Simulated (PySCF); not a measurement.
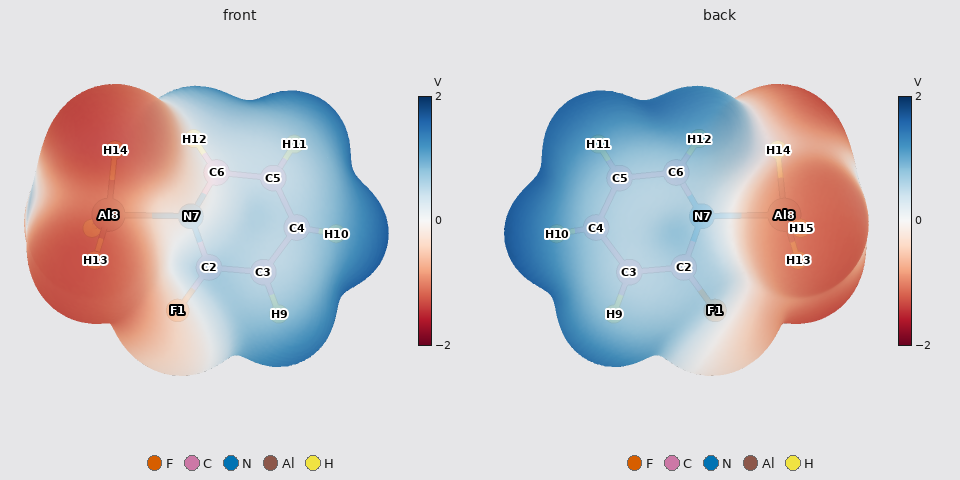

Figure. C5H7AlFN (SMILES Fc1cccc[n+]1[AlH3-]). The molecular electrostatic potential painted on the density surface at 0.001 e/bohr³, seen from the front and from behind; red is negative and blue positive.

Geometry: GFN2-xTB, MD frame at 250 fs, 600 K.

Theory: PBE0/pcSseg-1, SCF density, gas phase, non-relativistic in PySCF.

```xyz
15

F    -0.0061   -2.1652   -0.6852
C    -0.6161   -0.9824   -0.3542
C    -1.9180   -0.6982   -0.7249
C    -2.5260    0.5550   -0.4748
C    -1.8389    1.4800    0.2857
C    -0.4443    1.2150    0.6133
N     0.1239    0.0978    0.0627
Al    2.0564   -0.4691    0.6033
H    -2.4402   -1.5335   -1.2605
H    -3.4862    0.6960   -0.7672
H    -2.2695    2.3739    0.6300
H     0.1512    1.7880    1.2362
H     2.5665   -1.4342   -0.4798
H     2.5389    1.2270    0.4869
H     1.6641   -1.2237    1.9624
```

> Describe the electrostatic potential map.

The most negative region (about −1.4 V, or −32 kcal/mol for a unit charge) lies over H14, the most positive (about +1.6 V, or +37 kcal/mol for a unit charge) over H10.
